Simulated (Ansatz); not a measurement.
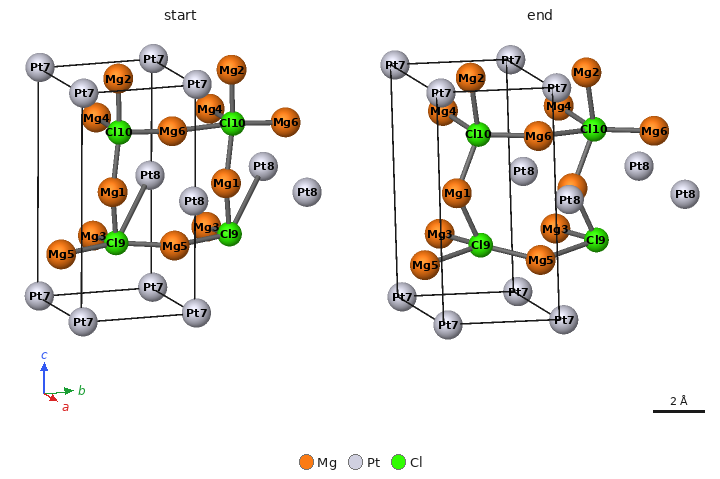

The structure of a crystal of Mg3PtCl (a generated structure, set up in P1) (coarse preliminary run) before (left) and after (right) a relaxation, at one scale.

Style: ball-and-stick. Shown: the cell of the calculation, repeated 1 × 2 × 1 with one cell outlined, slightly off an axis.

All numbers below come from DFT PBE, scalar-relativistic, plane waves, PAW in Ansatz 0.2.0. Settings: plane-wave cutoff 420 eV; k-point mesh 6 × 6 × 4; occupations gaussian; smearing width 0.2 eV; no spin polarisation; cell and atoms relaxed; force threshold 0.025 eV/Å; at most 60 steps.

Q: What changed between the two?

A: The run was cut off at its time limit before the relaxation converged, so the last structure is only a point on the way. The largest move relative to the cell is that of Pt8, 0.68 Å roughly along +b. Largest moves by element: Pt 0.68 Å, Mg 0.59 Å, Cl 0.18 Å. Cell: a 4.671 → 4.829 Å (+3.4 %), b 4.779 → 4.870 Å (+1.9 %), c 9.260 → 9.396 Å (+1.5 %), α 90.7° → 94.1°, β 89.5° → 91.0°, γ 89.6° → 88.8°. Volume +6.6 %. Among the contacts that change: Mg1–Pt8 3.264 → 2.576 Å, Mg2–Pt7 3.239 → 2.569 Å, Mg3–Mg5 3.266 → 2.654 Å, Mg1–Pt8 (another image) 3.273 → 2.726 Å. Among the angles between lasting bonds that change: Cl9–Mg1–Cl10 164.9° → 131.7°, Cl9–Mg3–Cl9 168.2° → 141.7°, Mg3–Cl9–Mg3 168.2° → 141.7°. The space group stays P1 (No. 1). Over 5 geometry steps the energy falls by 351 meV per atom. The largest force component goes from 5.3 to 0.76 eV/Å. The pressure goes from 2.41 to 1.88 GPa. Cost: 5.3 min on 1 thread of AMD EPYC 9R14 (Zen 4) (shared host), peak memory 0.95 GiB.
